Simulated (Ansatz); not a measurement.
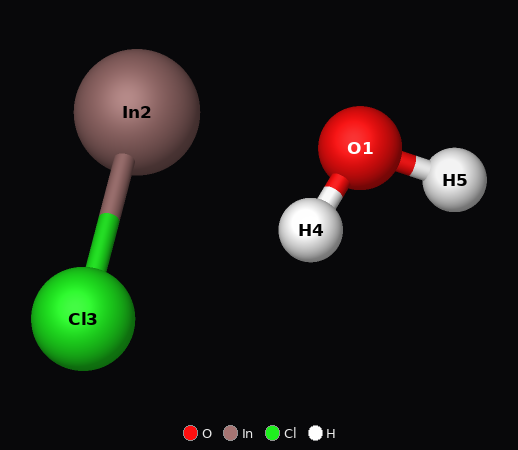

The computed structure is the end point of a PBE0-D4/def2-TZVP optimisation. No frequency run is at hand to confirm it as a minimum.

Describe the coordination of atom 1.

Answer. O1 has 2 neighbours (H4 at 0.97, H5 at 0.96 Å); the arrangement is bent.

Which bond is the longest?

Answer. In2–Cl3, 2.497 Å.
